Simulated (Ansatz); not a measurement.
## Geometry relaxation of TiPNH7ClO2 (part 2 of 2)

TiPNH7ClO2; RHF/def2-SVP (Ansatz 0.2.0). It belongs to a series of runs on one base structure; here: end point A relaxed.

Geometry of the input (Å):
```
Ti -0.0674  -0.1029  0.1046
Cl -0.2746  -0.4231  2.4189
N  1.6798  -0.0870  -0.4837
H  2.1261  -0.9333  -0.7950
H  2.2785  0.7066  -0.6189
O  -0.9790  1.3019  -0.4449
H  -1.7553  1.5889  -0.9000
O  -0.7319  -1.5823  -0.5533
H  -1.1789  -2.3747  -0.2985
P  1.3404  3.0377  1.2917
H  2.6554  2.5295  1.3930
H  1.2001  2.8159  -0.0901
H  0.6956  1.8693  1.7553
```

Trajectory as extended XYZ, continued:
```
13
Properties=species:S:1:pos:R:3:forces:R:3 step=7 energy=-50519.17005
Ti   -0.2077   -0.4467   -0.0137   -0.0077  -0.0033  -0.0352
Cl   -0.3544   -0.6229    2.2408   -0.0017   0.0091   0.0088
N     1.5496   -0.3315   -0.5486    0.0354  -0.0292   0.0072
H     2.1316   -1.1237   -0.7558    0.0050   0.0058  -0.0086
H     2.0547    0.5293   -0.6621   -0.0013  -0.0004  -0.0079
O    -1.0170    1.0273   -0.5174   -0.0588   0.0098  -0.0215
H    -1.7588    1.4508   -0.9174    0.0324   0.0040   0.0161
O    -0.8841   -1.9196   -0.6858   -0.0195  -0.0251   0.0655
H    -1.4082   -2.6901   -0.5368    0.0151   0.0154  -0.0398
P     1.6445    3.6241    1.4993    0.0197  -0.0107  -0.0074
H     2.9270    3.0288    1.4647   -0.0137   0.0145  -0.0019
H     1.3197    3.3176    0.1579   -0.0032   0.0095   0.0183
H     0.9922    2.5031    2.0541   -0.0016   0.0005   0.0066
13
Properties=species:S:1:pos:R:3:forces:R:3 step=8 energy=-50519.17518
Ti   -0.2158   -0.4796   -0.0418   -0.1040  -0.0499  -0.0004
Cl   -0.3729   -0.5640    2.2206    0.0171   0.0031  -0.0196
N     1.5408   -0.3758   -0.5782    0.1487   0.0140  -0.0237
H     2.1465   -1.1627   -0.7422   -0.0659   0.0770   0.0057
H     2.0216    0.4932   -0.7409   -0.0227  -0.0842   0.0087
O    -1.0254    0.9757   -0.5902   -0.0974   0.0665  -0.0622
H    -1.7670    1.4366   -0.9504    0.1047  -0.0572   0.0487
O    -0.8917   -1.9751   -0.6599   -0.0878  -0.1192   0.0736
H    -1.4486   -2.7340   -0.5668    0.1132   0.1506  -0.0367
P     1.6820    3.6914    1.5667    0.0401  -0.0970  -0.0724
H     2.9669    3.1038    1.4565   -0.0687   0.0445   0.0015
H     1.2791    3.3733    0.2461    0.0205   0.0326   0.0740
H     1.0737    2.5636    2.1595    0.0021   0.0190   0.0028
13
Properties=species:S:1:pos:R:3:forces:R:3 step=9 energy=-50519.17680
Ti   -0.2210   -0.4828   -0.0496   -0.0343  -0.0964  -0.0302
Cl   -0.3596   -0.5461    2.2145   -0.0052   0.0265  -0.0164
N     1.5360   -0.3907   -0.5887    0.1141   0.0286  -0.0339
H     2.1380   -1.1807   -0.7490   -0.0597   0.0631   0.0116
H     2.0169    0.4749   -0.7681   -0.0242  -0.0808   0.0116
O    -1.0259    0.9637   -0.6275   -0.0569   0.0352   0.0005
H    -1.7646    1.4305   -0.9833    0.0525  -0.0245   0.0201
O    -0.8945   -1.9892   -0.6424   -0.0499  -0.0349   0.0570
H    -1.4584   -2.7424   -0.5599    0.0707   0.0869  -0.0235
P     1.6883    3.7081    1.5973    0.0583  -0.0813  -0.0693
H     2.9733    3.1281    1.4533   -0.0680   0.0454   0.0102
H     1.2601    3.3986    0.2827    0.0064   0.0177   0.0804
H     1.1004    2.5746    2.1997   -0.0038   0.0145  -0.0182
13
Properties=species:S:1:pos:R:3:forces:R:3 step=10 energy=-50519.17902
Ti   -0.2187   -0.4946   -0.0649   -0.0340   0.0123  -0.0560
Cl   -0.3564   -0.4762    2.2002    0.0039  -0.0025  -0.0183
N     1.5370   -0.4233   -0.6157    0.0229   0.0255  -0.0070
H     2.1255   -1.2214   -0.7771   -0.0149   0.0015   0.0058
H     2.0261    0.4326   -0.8136   -0.0149  -0.0335   0.0104
O    -1.0172    0.9451   -0.6719    0.0767  -0.0937   0.0565
H    -1.7523    1.4233   -1.0138   -0.0544   0.0412  -0.0297
O    -0.8991   -2.0123   -0.6171    0.0595   0.1086   0.0478
H    -1.4751   -2.7540   -0.5477   -0.0379  -0.0549  -0.0083
P     1.6925    3.7321    1.6513    0.0381  -0.0840  -0.0634
H     2.9784    3.1716    1.4456   -0.0910   0.0360   0.0066
H     1.2108    3.4424    0.3507    0.0299   0.0188   0.0715
H     1.1376    2.5811    2.2530    0.0161   0.0247  -0.0158
13
Properties=species:S:1:pos:R:3:forces:R:3 step=11 energy=-50519.18000
Ti   -0.2127   -0.4890   -0.0755   -0.0283  -0.0176  -0.0035
Cl   -0.3463   -0.4485    2.1897    0.0073   0.0062  -0.0105
N     1.5431   -0.4363   -0.6291   -0.0164   0.0199  -0.0030
H     2.1208   -1.2428   -0.7846    0.0046  -0.0152   0.0021
H     2.0429    0.4114   -0.8317    0.0011  -0.0050   0.0015
O    -1.0108    0.9454   -0.6932    0.0576  -0.0634   0.0303
H    -1.7465    1.4278   -1.0287   -0.0389   0.0330  -0.0215
O    -0.9008   -2.0125   -0.5977    0.0522   0.0924   0.0123
H    -1.4826   -2.7496   -0.5282   -0.0340  -0.0480  -0.0055
P     1.6829    3.7315    1.6779    0.0578  -0.0970  -0.0673
H     2.9663    3.1824    1.4317   -0.0698   0.0452   0.0237
H     1.1816    3.4632    0.3809    0.0026   0.0172   0.0625
H     1.1513    2.5634    2.2676    0.0040   0.0324  -0.0212
13
Properties=species:S:1:pos:R:3:forces:R:3 step=12 energy=-50519.18057
Ti   -0.2069   -0.4821   -0.0790    0.0688  -0.0183   0.0229
Cl   -0.3160   -0.4127    2.1867   -0.0159  -0.0002  -0.0013
N     1.5484   -0.4520   -0.6371   -0.0376  -0.0061  -0.0051
H     2.1124   -1.2696   -0.7854    0.0066  -0.0085   0.0003
H     2.0630    0.3854   -0.8427    0.0100   0.0167  -0.0049
O    -0.9969    0.9488   -0.7103   -0.0458   0.0291  -0.0132
H    -1.7305    1.4391   -1.0428    0.0319  -0.0105   0.0080
O    -0.9029   -2.0062   -0.5816   -0.0389  -0.0269   0.0090
H    -1.4931   -2.7392   -0.5203    0.0223   0.0206  -0.0128
P     1.6697    3.7185    1.7013    0.0139  -0.0500  -0.0212
H     2.9539    3.1956    1.4091   -0.0860   0.0151  -0.0019
H     1.1290    3.4909    0.4127    0.0399   0.0004   0.0468
H     1.1590    2.5298    2.2684    0.0310   0.0387  -0.0266
13
Properties=species:S:1:pos:R:3:forces:R:3 step=13 energy=-50519.18114
Ti   -0.2026   -0.4841   -0.0734    0.0283   0.0010  -0.0136
Cl   -0.3231   -0.4160    2.1918    0.0004  -0.0041  -0.0013
N     1.5506   -0.4568   -0.6379   -0.0137  -0.0102   0.0165
H     2.1125   -1.2758   -0.7879    0.0023  -0.0002  -0.0013
H     2.0671    0.3797   -0.8432    0.0032   0.0076  -0.0043
O    -0.9880    0.9500   -0.7036   -0.0416   0.0232  -0.0081
H    -1.7192    1.4434   -1.0368    0.0339  -0.0144   0.0098
O    -0.9039   -2.0038   -0.5825   -0.0373  -0.0342   0.0169
H    -1.4967   -2.7351   -0.5265    0.0260   0.0274  -0.0125
P     1.6647    3.7206    1.7041    0.0285  -0.0585  -0.0398
H     2.9445    3.1984    1.3956   -0.0514   0.0231   0.0149
H     1.1214    3.5006    0.4160    0.0088   0.0075   0.0400
H     1.1617    2.5254    2.2632    0.0127   0.0316  -0.0173
13
Properties=species:S:1:pos:R:3:forces:R:3 step=14 energy=-50519.18092 accepted=F
Ti   -0.2015   -0.4827   -0.0698    0.0022   0.0108   0.0091
Cl   -0.3142   -0.4182    2.1964    0.0025  -0.0064  -0.0051
N     1.5501   -0.4586   -0.6379   -0.0876  -0.0376   0.0385
H     2.1200   -1.2750   -0.7567    0.0380  -0.0902  -0.0149
H     2.0581    0.3703   -0.8792    0.0573   0.1339  -0.0211
O    -0.9835    0.9550   -0.6947   -0.0125   0.0032  -0.0148
H    -1.7061    1.4559   -1.0347    0.0177  -0.0064   0.0060
O    -0.9087   -1.9992   -0.5780    0.0037   0.0146   0.0096
H    -1.4988   -2.7325   -0.5461   -0.0199  -0.0263  -0.0053
P     1.6549    3.7200    1.6977    0.0303  -0.0371  -0.0309
H     2.9395    3.2094    1.3926   -0.0381   0.0176   0.0147
H     1.1115    3.4746    0.4152   -0.0004   0.0085   0.0228
H     1.1679    2.5275    2.2743    0.0069   0.0155  -0.0086
13
Properties=species:S:1:pos:R:3:forces:R:3 step=15 energy=-50519.18160
Ti   -0.1998   -0.4867   -0.0705   -0.0011   0.0055  -0.0020
Cl   -0.3200   -0.4267    2.1951    0.0042  -0.0007  -0.0026
N     1.5532   -0.4630   -0.6348   -0.0205  -0.0167   0.0106
H     2.1154   -1.2826   -0.7780    0.0104  -0.0186  -0.0034
H     2.0679    0.3708   -0.8535    0.0108   0.0292  -0.0025
O    -0.9789    0.9530   -0.6959   -0.0149   0.0031  -0.0026
H    -1.7038    1.4529   -1.0320    0.0152  -0.0041   0.0037
O    -0.9097   -2.0013   -0.5821   -0.0068  -0.0029   0.0082
H    -1.5044   -2.7314   -0.5393    0.0047   0.0029  -0.0077
P     1.6594    3.7241    1.7027    0.0145  -0.0278  -0.0161
H     2.9371    3.2075    1.3836   -0.0177   0.0137   0.0032
H     1.1057    3.5032    0.4206    0.0018   0.0058   0.0119
H     1.1669    2.5266    2.2633   -0.0004   0.0106  -0.0008
13
Properties=species:S:1:pos:R:3:forces:R:3 step=16 energy=-50519.18198
Ti   -0.1946   -0.4915   -0.0665   -0.0055   0.0214   0.0044
Cl   -0.3076   -0.4344    2.1996    0.0010  -0.0052  -0.0028
N     1.5582   -0.4798   -0.6312   -0.0138  -0.0196  -0.0003
H     2.1152   -1.3035   -0.7709    0.0089  -0.0170  -0.0042
H     2.0775    0.3495   -0.8565    0.0071   0.0273   0.0027
O    -0.9608    0.9578   -0.6853   -0.0077  -0.0041  -0.0059
H    -1.6762    1.4701   -1.0228    0.0111  -0.0037   0.0038
O    -0.9190   -1.9971   -0.5836   -0.0066  -0.0076   0.0095
H    -1.5193   -2.7234   -0.5617    0.0069   0.0069  -0.0059
P     1.6486    3.7288    1.7059    0.0101   0.0205  -0.0042
H     2.9214    3.2261    1.3522    0.0057  -0.0033   0.0073
H     1.0703    3.5194    0.4338   -0.0149  -0.0042  -0.0005
H     1.1752    2.5243    2.2660   -0.0024  -0.0114  -0.0038
13
Properties=species:S:1:pos:R:3:forces:R:3 step=17 energy=-50519.18234
Ti   -0.1836   -0.4988   -0.0592   -0.0205   0.0163  -0.0111
Cl   -0.2860   -0.4500    2.2077   -0.0002  -0.0041  -0.0037
N     1.5681   -0.5142   -0.6278    0.0141  -0.0169  -0.0088
H     2.1119   -1.3475   -0.7679   -0.0060   0.0102  -0.0026
H     2.1012    0.3074   -0.8520   -0.0109  -0.0036   0.0106
O    -0.9245    0.9670   -0.6694   -0.0214   0.0039  -0.0125
H    -1.6232    1.5020   -1.0083    0.0317  -0.0240   0.0165
O    -0.9356   -1.9880   -0.5841   -0.0437  -0.0511   0.0117
H    -1.5479   -2.7059   -0.5976    0.0576   0.0694  -0.0002
P     1.6292    3.7417    1.7138    0.0122  -0.0001  -0.0153
H     2.8914    3.2606    1.2938   -0.0173   0.0101  -0.0035
H     0.9928    3.5537    0.4655    0.0123  -0.0012   0.0104
H     1.1954    2.5183    2.2645   -0.0079  -0.0088   0.0085
13
Properties=species:S:1:pos:R:3:forces:R:3 step=18 energy=-50519.18252
Ti   -0.1829   -0.4984   -0.0602   -0.0163  -0.0056  -0.0062
Cl   -0.2850   -0.4523    2.2065   -0.0004   0.0026  -0.0016
N     1.5690   -0.5178   -0.6284    0.0133  -0.0100  -0.0091
H     2.1102   -1.3517   -0.7745   -0.0067   0.0136  -0.0005
H     2.1048    0.3043   -0.8446   -0.0103  -0.0102   0.0076
O    -0.9221    0.9680   -0.6711   -0.0081  -0.0018  -0.0033
H    -1.6198    1.5038   -1.0093    0.0145  -0.0100   0.0079
O    -0.9366   -1.9873   -0.5832   -0.0139  -0.0132   0.0056
H    -1.5497   -2.7037   -0.5963    0.0286   0.0351  -0.0004
P     1.6283    3.7432    1.7153    0.0051   0.0003  -0.0277
H     2.8885    3.2652    1.2865   -0.0134   0.0006   0.0118
H     0.9878    3.5531    0.4693    0.0017   0.0035   0.0145
H     1.1967    2.5199    2.2691    0.0059  -0.0050   0.0014
13
Properties=species:S:1:pos:R:3:forces:R:3 step=19 energy=-50519.18264
Ti   -0.1820   -0.4994   -0.0595    0.0010  -0.0079  -0.0046
Cl   -0.2839   -0.4521    2.2070   -0.0012  -0.0003   0.0013
N     1.5696   -0.5234   -0.6280    0.0098   0.0004  -0.0036
H     2.1074   -1.3576   -0.7843   -0.0056   0.0127   0.0004
H     2.1092    0.2996   -0.8311   -0.0065  -0.0143   0.0030
O    -0.9176    0.9695   -0.6684    0.0095  -0.0109   0.0042
H    -1.6135    1.5075   -1.0053   -0.0109   0.0105  -0.0049
O    -0.9373   -1.9858   -0.5857    0.0242   0.0323   0.0070
H    -1.5511   -2.6999   -0.6009   -0.0197  -0.0218  -0.0026
P     1.6245    3.7458    1.7112    0.0059  -0.0018   0.0015
H     2.8837    3.2696    1.2790   -0.0033   0.0029   0.0007
H     0.9775    3.5496    0.4701   -0.0008  -0.0095   0.0099
H     1.2027    2.5231    2.2752   -0.0025   0.0076  -0.0122
13
Properties=species:S:1:pos:R:3:forces:R:3 step=20 energy=-50519.18272
Ti   -0.1788   -0.5005   -0.0570    0.0003  -0.0046  -0.0070
Cl   -0.2794   -0.4549    2.2096   -0.0003  -0.0016   0.0016
N     1.5722   -0.5320   -0.6271    0.0071   0.0029   0.0000
H     2.1059   -1.3679   -0.7874   -0.0042   0.0082   0.0001
H     2.1155    0.2893   -0.8266   -0.0035  -0.0104   0.0013
O    -0.9077    0.9728   -0.6630    0.0058  -0.0073   0.0012
H    -1.5993    1.5165   -1.0000   -0.0072   0.0071  -0.0026
O    -0.9407   -1.9820   -0.5864    0.0172   0.0220   0.0072
H    -1.5574   -2.6936   -0.6106   -0.0149  -0.0155  -0.0021
P     1.6182    3.7490    1.7098   -0.0062  -0.0099  -0.0041
H     2.8754    3.2799    1.2639   -0.0048  -0.0009   0.0028
H     0.9582    3.5457    0.4767    0.0029   0.0019   0.0033
H     1.2073    2.5241    2.2772    0.0077   0.0081  -0.0017
```

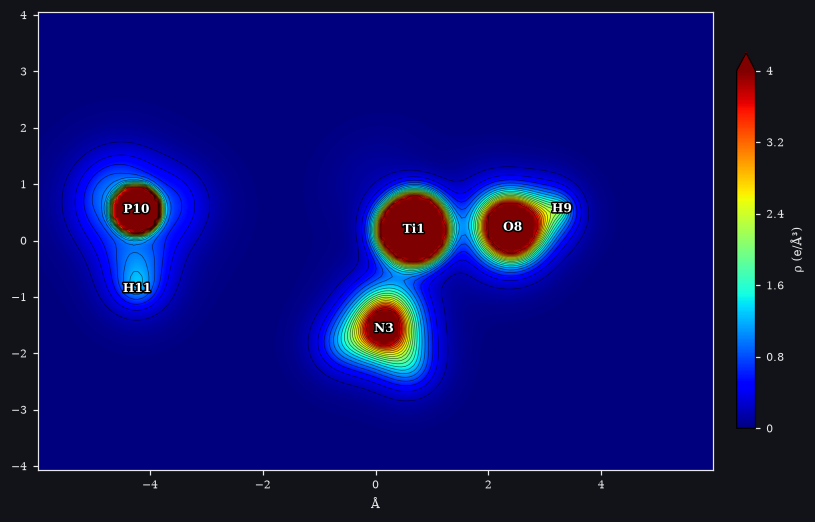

Fig. 1: Electron density on the plane of atoms N3, Ti1 and O8. Ti–O (1.75 Å): ρ at the midpoint is about 1.1 e/Å³. Ti–N (1.84 Å): ρ is about 1 e/Å³ halfway. O–H (0.94 Å): ρ is about 3.8 e/Å³ halfway, with its minimum of 2.4 e/Å³ about 0.8 Å from O. P–H (1.41 Å): ρ at the midpoint is about 1.1 e/Å³.

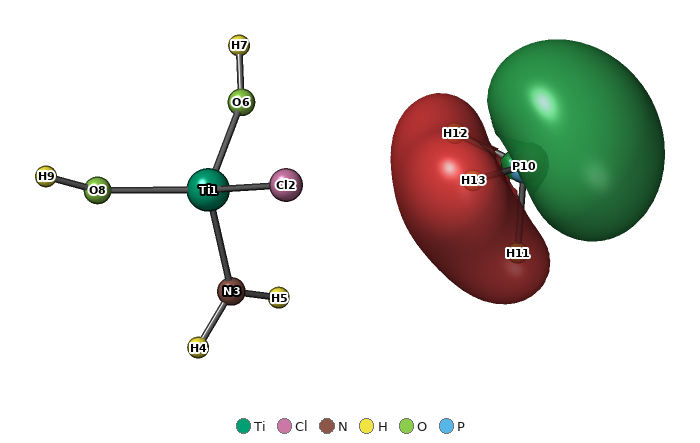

Fig. 2: One frontier orbital at ±0.08 Å⁻³ᐟ² (green and red are the two phases), seen at a tilt. The HOMO, at −10.14 eV.
